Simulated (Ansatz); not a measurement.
**ClFGaH: density, localisation and related maps**

```tsv
atom	x (Å)	y (Å)	z (Å)
Cl	1.2780	-0.0169	0.1189
F	-1.5509	0.0718	-1.5354
Ga	-0.8054	-0.5120	-0.0483
H	-1.6355	-1.3046	1.0017
```

Geometry: PBE-D3(BJ)/def2-SVP.

Theory: isolated molecule in a Gaussian basis; Kohn-Sham density functional theory, functional PBE0 in Ansatz 0.2.0.

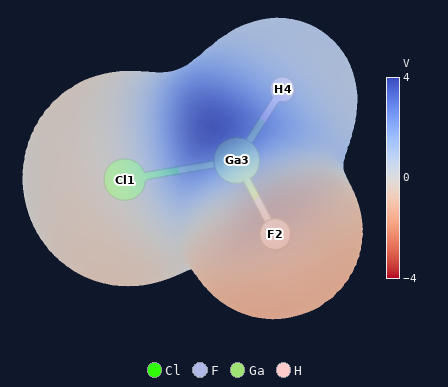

Figure 1. The molecular electrostatic potential painted on the density surface at 0.002 e/bohr³, seen at a tilt; red is negative and blue positive.

### Describe the electrostatic potential map.

The most negative region (about −1.3 V) lies over F2, the most positive (about +3.8 V) over Ga3.

### What dipole moment does the calculation give?

Its dipole moment is 2.27 D.

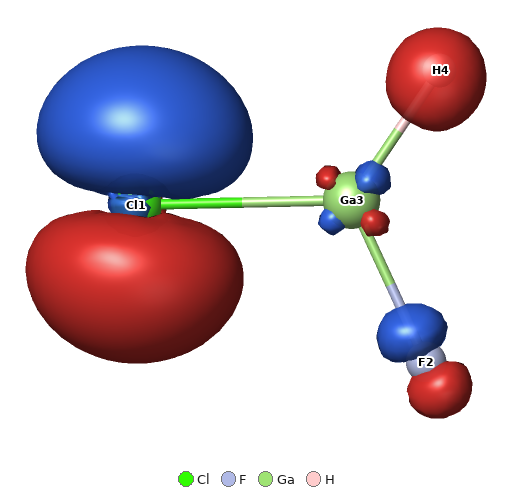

Figure 2. The HOMO at ±0.15 Å⁻³ᐟ² (red and blue are the two phases), seen across its widest extent.

### Describe this orbital and give its energy.

Its weight (Hirshfeld) is mainly on Cl1 (about 85 %) and Ga3 (about 10 %); it is symmetric in the molecular plane (an in-plane orbital: σ, lone-pair or in-plane π type); largely a lone pair of Cl1. Its energy is −9.38 eV.

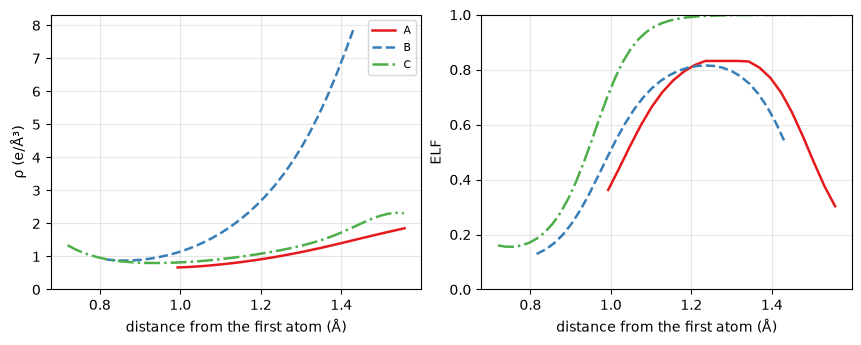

Figure 3. Total electron density and ELF along straight lines between neighbouring atoms. The curves leave out the atomic cores.

### Which curve belongs to which contact (Ga–Cl, Ga–F and Ga–H)? The first atom named is at distance zero.

Curve A: Ga–Cl (2.15 Å): ρ is about 0.73 e/Å³ halfway; the ELF peaks at about 0.85 in the valence shell of Cl, 0.9 Å from its nucleus, and is about 0.60 at the midpoint. Curve B: Ga–F (1.76 Å): ρ is about 0.88 e/Å³ halfway; the ELF peaks at about 0.80 in the valence shell of F, 0.5 Å from its nucleus, and is about 0.20 at the midpoint. Curve C: Ga–H (1.56 Å): ρ at the midpoint is about 1 e/Å³; the ELF climbs to about 1 towards the hydrogen.
